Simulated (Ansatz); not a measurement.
# BClFH3Si: the cost of one run

All numbers below are computed with Ansatz 0.2.0 (RKS PBE0-D4/STO-3G).

### Step 1. Starting point

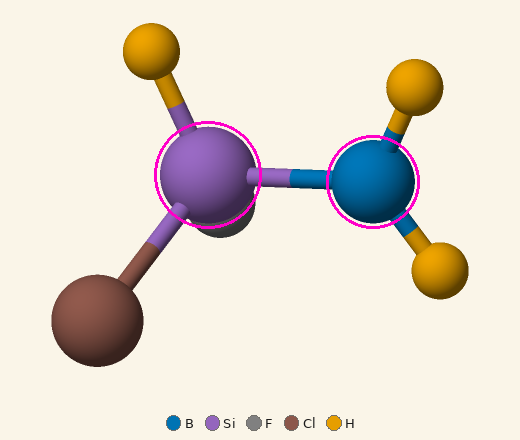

The starting structure, seen from a chosen angle (boron blue, silicon purple, fluorine grey, chlorine brown, hydrogen amber). Ringed: B1, Si2.

Coordinates:

```xyz
7

B     0.4286    0.9084    0.5989
Si   -0.3681   -0.5744   -0.3528
F    -0.8707   -0.0995   -1.9141
Cl    1.1579   -2.0662   -0.4953
H    -0.1124    1.3190    1.5749
H     1.3300    1.5215    0.1532
H    -1.5042   -1.0768    0.3895
```

### Step 2. Relaxing end A

Input file input.yaml:

```yaml
crystal:
  periodic: [false, false, false]
  atoms:
    - { symbol: B, position_ang: [0.4286, 0.9084, 0.5989] }
    - { symbol: Si, position_ang: [-0.3681, -0.5744, -0.3528] }
    - { symbol: F, position_ang: [-0.8707, -0.0995, -1.9141] }
    - { symbol: Cl, position_ang: [1.1579, -2.0662, -0.4953] }
    - { symbol: H, position_ang: [-0.1124, 1.319, 1.5749] }
    - { symbol: H, position_ang: [1.33, 1.5215, 0.1532] }
    - { symbol: H, position_ang: [-1.5042, -1.0768, 0.3895] }
basis:
  gaussian: { orbitals: STO-3G }
hamiltonian:
  xc: pbe0
  dispersion: d4
relax:
  f_tol: 0.015
  max_steps: 40
output:
  orbitals: {}
```

Run with:

```console
ansatz run input.yaml --threads 1 --pin off --max-ram 2048MiB --backend cpu --events-out ev --progress --plain --runs-dir out
```

**Question.** How long does this run take on 1 thread of Arm Neoverse V2, shared host, and how much memory does it need?

About 18 s, with a peak of 0.14 GiB.
